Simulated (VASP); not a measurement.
Band structure of Co (hcp). Calculation: PBE GGA with spin-orbit coupling, VASP's PBE PAW potentials (set 64) (plane waves; VASP).

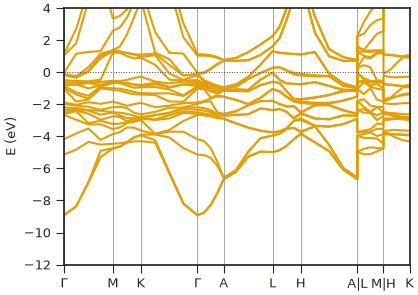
Figure. Bands along high-symmetry lines, zero at the valence-band maximum or, without a gap, the Fermi level

Q: Read the plot: is there a gap, and where are the band edges?

A: It has no gap at this level: it comes out as a metal or semimetal.

The compound is Co in the hcp structure. It was relaxed first.
